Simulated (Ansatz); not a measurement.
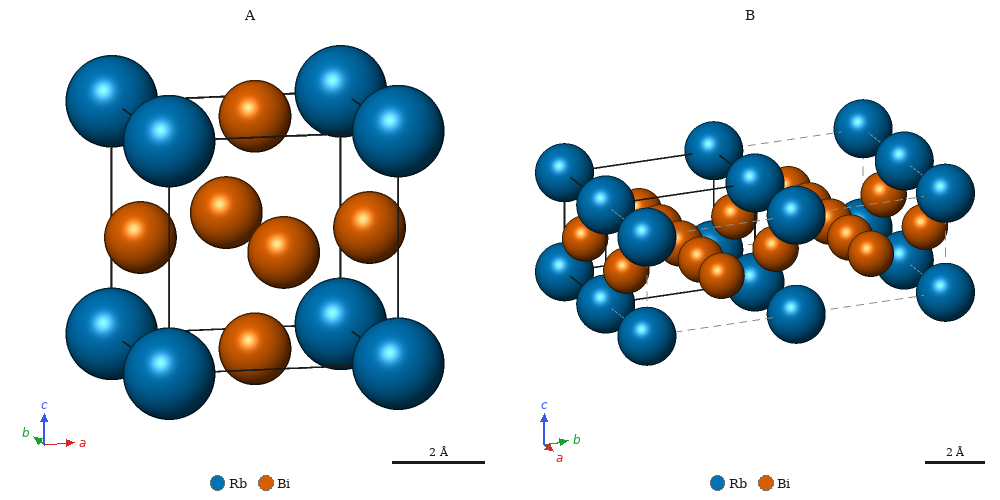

Two structures of RbBi$_{3}$, each relaxed to rest (conventional cells in solid outline, small ones repeated, not to one scale). Method: DFT PBE, scalar-relativistic, plane waves, PAW (Ansatz 0.2.0), without spin polarisation.

Question: Name structures A and B.

Answer: A: Cu₃Au (L1₂) type, Pm-3m. B: 4 atoms a cell on a primitive hexagonal lattice, P6/mmm.

Question: Which of the two does the method prefer?

Answer: B is lower, by 129 meV/atom at this level of theory (energies at zero smearing). Volumes: A 34.1, B 35.0 Å³/atom.

One or both may be structure types tried for this composition rather than known phases.
